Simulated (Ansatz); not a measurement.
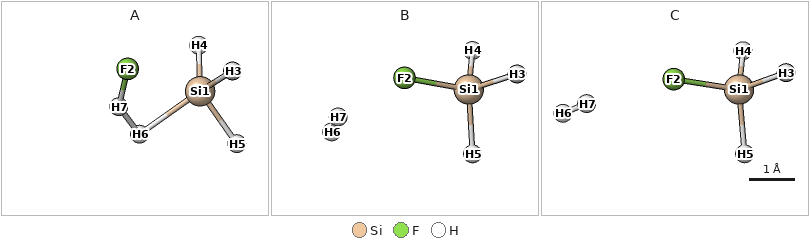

3 geometries from a converged minimum-energy path of SiH5F, made up of SiH$_{3}$F and H₂, shuffled. A ball-and-stick model, seen from a free direction.

Theory: RKS CAM-B3LYP/def2-SVP in Ansatz. Set-up: 7 movable images; climbing image; force threshold 0.05 eV/Å; iteration limit 60; starting path through a guess of the saddle point.

One of them is the converged climbing image. Which?

Answer. A. In order along the path, whose images run from 0 to 8: C (image 1, +0.1 kcal/mol), B (image 2, +0.3 kcal/mol), A (image 5, +54.9 kcal/mol). Breaking: H6–H7 (0.76 → 1.02 at the top → 2.16 Å), Si1–F2 (1.63 → 1.95 at the top → 3.02 Å). Forming: F2–H7 (2.36 → 1.15 at the top → 0.93 Å), Si1–H6 (4.50 → 1.71 at the top → 1.49 Å).

Limits of the set-up: the start holds two separate molecules, 2.4 Å apart at their closest, whose relative position is a soft coordinate and is computed without a dispersion correction.

Cost: 120 s on 1 thread of Arm Neoverse V2, on a shared host, peak memory 0.11 GiB.
